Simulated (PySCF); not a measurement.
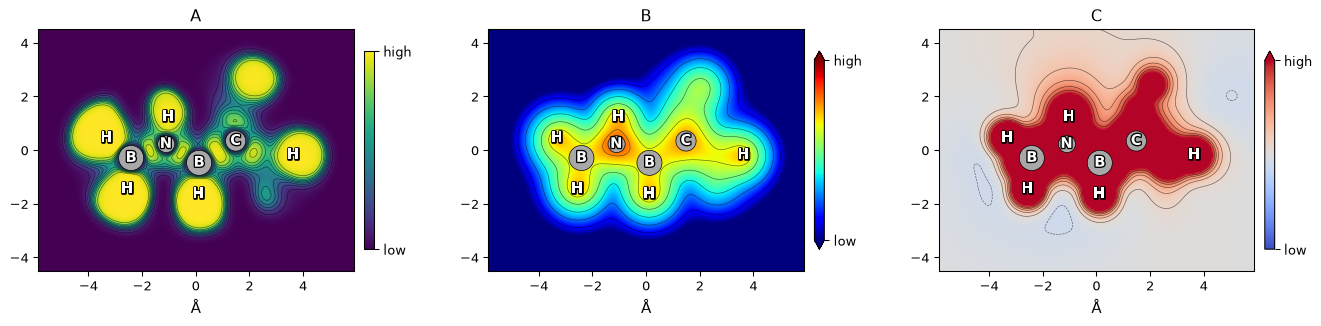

C4H10B2FN (SMILES BNB[C@H]1C[C@H](F)C1): 3 fields on the plane of atoms B1, N2 and B3, with unlabelled colour scales. Grey discs cover the atomic cores.

Geometry: GFN2-xTB.

Theory: PBE0/pcSseg-1, SCF density, gas phase, non-relativistic in PySCF 2.14.0.

Question: Match the panels to the quantities (electron density, electron localisation function and electrostatic potential).

Answer: Panel A: electron localisation function. Panel B: electron density. Panel C: electrostatic potential (strongly positive close to the atoms and fading to about zero outside). From the grid: B–N (1.41 Å): ρ at the midpoint is about 1.9 e/Å³; the ELF peaks at about 0.95 between the atoms (a polar covalent bond). C–B (1.59 Å): ρ at the midpoint is about 1.4 e/Å³; the ELF peaks at about 1 between the atoms: a shared electron pair.
